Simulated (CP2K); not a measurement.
# GFN2-xTB run of AlSi2H5O (SMILES [SiH3][Al]1[O][SiH2]1)

What is the energy change on altering one bond length of AlSi2H5O at GFN2-xTB? 

Program for the calculation: CP2K 2026.2.

3 further runs of the same task are left out: 3 set aside as unsound or not needed. Runs told in other sessions of the task aren't counted.

## Step 1: The system as given

AlSi2H5O has 9 atoms, charge 0, and is taken as a singlet. As SMILES, `[SiH3][Al]1[O][SiH2]1`. Geometry: relaxed at PBE0-D4/def2-TZVP.

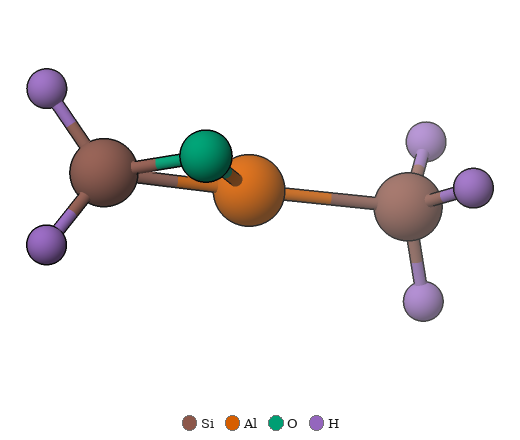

The structure, seen from a chosen angle (silicon brown, aluminium orange, oxygen teal, hydrogen purple).

## Step 2: The energy at GFN2-xTB

The input, molecule.pdb:

```
HETATM    1 Si   MOL A   1      -0.653   1.717  -1.335  1.00  0.00          SI
HETATM    2 Al   MOL A   1      -0.125  -0.149   0.163  1.00  0.00          AL
HETATM    3 O    MOL A   1       1.393  -0.965   0.434  1.00  0.00           O
HETATM    4 Si   MOL A   1       0.479  -1.878   1.521  1.00  0.00          SI
HETATM    5 H    MOL A   1      -1.764   1.327  -2.245  1.00  0.00           H
HETATM    6 H    MOL A   1      -1.100   2.886  -0.529  1.00  0.00           H
HETATM    7 H    MOL A   1       0.526   2.113  -2.150  1.00  0.00           H
HETATM    8 H    MOL A   1       0.403  -3.328   1.187  1.00  0.00           H
HETATM    9 H    MOL A   1       0.929  -1.770   2.937  1.00  0.00           H
END
```

The input, job.inp:

```
&GLOBAL
  PROJECT_NAME job
  RUN_TYPE ENERGY
  PRINT_LEVEL MEDIUM
&END GLOBAL

&FORCE_EVAL
  METHOD Quickstep
  &DFT
    &QS
      METHOD XTB
      EPS_DEFAULT 1.0E-10
      &XTB
        GFN_TYPE TBLITE
        &TBLITE
          METHOD GFN2
        &END TBLITE
        CHECK_ATOMIC_CHARGES F
      &END XTB
    &END QS
    &POISSON
      PERIODIC NONE
      POISSON_SOLVER ANALYTIC
    &END POISSON
    &SCF
      SCF_GUESS ATOMIC
      EPS_SCF 1.0E-07
      MAX_SCF 150
      ADDED_MOS 8
      &DIAGONALIZATION
        ALGORITHM STANDARD
      &END DIAGONALIZATION
      &MIXING
        METHOD DIRECT_P_MIXING
        ALPHA 0.4
      &END MIXING
      &SMEAR ON
        METHOD FERMI_DIRAC
        ELECTRONIC_TEMPERATURE [K] 300
      &END SMEAR
    &END SCF
    &PRINT
      &MOMENTS
        PERIODIC F
        REFERENCE COM
        MAX_MOMENT 1
      &END MOMENTS
      &MO ON
        ENERGIES T
        OCCUPATION_NUMBERS T
        NDIGITS 6
        &EACH
          QS_SCF 0
        &END EACH
        ADD_LAST NUMERIC
      &END MO
      &HIRSHFELD OFF
      &END HIRSHFELD
    &END PRINT
  &END DFT
  &SUBSYS
    &CELL
      ABC 19.2 22.2 21.2
      PERIODIC NONE
    &END CELL
    &TOPOLOGY
      COORD_FILE_NAME molecule.pdb
      COORD_FILE_FORMAT PDB
      CONN_FILE_FORMAT OFF
      &CENTER_COORDINATES
      &END CENTER_COORDINATES
    &END TOPOLOGY
  &END SUBSYS
&END FORCE_EVAL
```

The run is started by

```sh
$ OMP_NUM_THREADS=1 cp2k.psmp -i job.inp -o job.out
```

Standard output (excerpt; [...] marks lines left out):

```text
CP2K| version string:                                       CP2K version 2026.2
[...]
 GLOBAL| Method name                                                        CP2K
[...]
 GLOBAL| Run type                                                         ENERGY
[...]
                             - Atoms:                                          9
[...]
                             - Spherical basis functions:                     36
[...]
 Number of electrons:                                                         22
[...]
  *** SCF run converged in    23 steps ***
[...]
  Fermi energy:                                                -0.27405329790408
[...]
 TB_DIPOLE| Moment [Debye]         -3.40538421       1.17631644      -0.03769394
 TB_DIPOLE| Derivative [a.u.]       0.00000000       0.00000000       0.00000000
[...]
 ENERGY| Total FORCE_EVAL ( QS ) energy [hartree]            -11.149192400090467
[...]
```

It took 1 s on 1 thread of Intel Xeon 6975P-C (Granite Rapids), shared host; peak memory 0.19 GiB.

## Step 3: The distorted shape

The input, molecule.pdb:

```
HETATM    1 Si   MOL A   1      -0.563   3.457  -0.934  1.00  0.00          SI
HETATM    2 Al   MOL A   1      -0.035   1.591   0.563  1.00  0.00          AL
HETATM    3 O    MOL A   1       1.483   0.775   0.835  1.00  0.00           O
HETATM    4 Si   MOL A   1       0.569  -0.138   1.922  1.00  0.00          SI
HETATM    5 H    MOL A   1      -1.673   3.067  -1.844  1.00  0.00           H
HETATM    6 H    MOL A   1      -1.010   4.626  -0.129  1.00  0.00           H
HETATM    7 H    MOL A   1       0.617   3.853  -1.750  1.00  0.00           H
HETATM    8 H    MOL A   1       0.403  -3.328   1.187  1.00  0.00           H
HETATM    9 H    MOL A   1       1.019  -0.030   3.338  1.00  0.00           H
END
```

The input, molecule.inp:

```
&GLOBAL
  PROJECT molecule
  RUN_TYPE ENERGY
  PRINT_LEVEL MEDIUM
&END GLOBAL

&FORCE_EVAL
  METHOD Quickstep
  &DFT
    CHARGE 0
    MULTIPLICITY 1
    &QS
      METHOD XTB
      EPS_DEFAULT 1.0E-10
      &XTB
        GFN_TYPE TBLITE
        &TBLITE
          METHOD GFN2
        &END TBLITE
        CHECK_ATOMIC_CHARGES F
      &END XTB
    &END QS
    &POISSON
      PERIODIC NONE
      POISSON_SOLVER ANALYTIC
    &END POISSON
    &SCF
      SCF_GUESS ATOMIC
      EPS_SCF 1.0E-07
      MAX_SCF 150
      ADDED_MOS 8
      &DIAGONALIZATION
        ALGORITHM STANDARD
      &END DIAGONALIZATION
      &MIXING
        METHOD DIRECT_P_MIXING
        ALPHA 0.4
      &END MIXING
      &SMEAR ON
        METHOD FERMI_DIRAC
        ELECTRONIC_TEMPERATURE [K] 300
      &END SMEAR
    &END SCF
    &PRINT
      &MOMENTS
        PERIODIC F
        REFERENCE COM
        MAX_MOMENT 1
      &END MOMENTS
      &MO ON
        ENERGIES T
        OCCUPATION_NUMBERS T
        NDIGITS 6
        &EACH
          QS_SCF 0
        &END EACH
        ADD_LAST NUMERIC
      &END MO
      &HIRSHFELD OFF
      &END HIRSHFELD
    &END PRINT
  &END DFT
  &SUBSYS
    &CELL
      ABC [angstrom] 19.2 24 21.2
      PERIODIC NONE
    &END CELL
    &TOPOLOGY
      COORD_FILE_NAME molecule.pdb
      COORD_FILE_FORMAT PDB
      CONN_FILE_FORMAT OFF
      &CENTER_COORDINATES
      &END CENTER_COORDINATES
    &END TOPOLOGY
  &END SUBSYS
&END FORCE_EVAL
```

The run is started by

```sh
$ OMP_NUM_THREADS=1 cp2k.psmp molecule.inp > molecule.out
```

Standard output (excerpt; [...] marks lines left out):

```text
CP2K| version string:                                       CP2K version 2026.2
[...]
 GLOBAL| Method name                                                        CP2K
[...]
 GLOBAL| Run type                                                         ENERGY
[...]
                             - Atoms:                                          9
[...]
                             - Spherical basis functions:                     36
[...]
 Number of electrons:                                                         22
[...]
  *** SCF run converged in    33 steps ***
[...]
  Fermi energy:                                                -0.30066155015130
[...]
 TB_DIPOLE| Moment [Debye]         -3.44656371       7.45158903      -0.18484904
 TB_DIPOLE| Derivative [a.u.]       0.00000000       0.00000000       0.00000000
[...]
 ENERGY| Total FORCE_EVAL ( QS ) energy [hartree]            -11.041871624138514
[...]
```

Wall time 1 s (1 thread of Intel Xeon 6975P-C (Granite Rapids), shared host); peak memory 0.19 GiB.

## Step 4: What came out

Level: GFN2-xTB.

```
                                                          quantity          value
                                         first shape: total energy   -11.14919 Eh
            first shape: dipole moment (from atomic charges alone)         3.60 D
                                          first shape: HOMO energy       -8.30 eV
                                          first shape: LUMO energy       -6.62 eV
                                        first shape: HOMO–LUMO gap        1.68 eV
                                    first shape: dispersion energy  -13.05 kJ/mol
                                     distorted shape: total energy   -11.04187 Eh
        distorted shape: dipole moment (from atomic charges alone)         8.21 D
                                      distorted shape: HOMO energy       -8.43 eV
                                      distorted shape: LUMO energy       -7.93 eV
                                    distorted shape: HOMO–LUMO gap        0.50 eV
                                distorted shape: dispersion energy  -15.48 kJ/mol
energy change with the Si4–H8 bond stretched from 1.490 to 3.278 Å       2.920 eV
```

What this shows: With the Si4–H8 bond stretched from 1.490 to 3.278 Å the energy rises by 2.92 eV (282 kJ/mol). The first shape isn't relaxed at this level, so the change isn't measured from a minimum. A restricted reference can't describe the breaking bond well at this length. The dipole (first shape) comes from point charges on the atoms alone, without atomic dipoles, so it is partial. The dipole (distorted shape) comes from point charges on the atoms alone, without atomic dipoles, so it is partial.
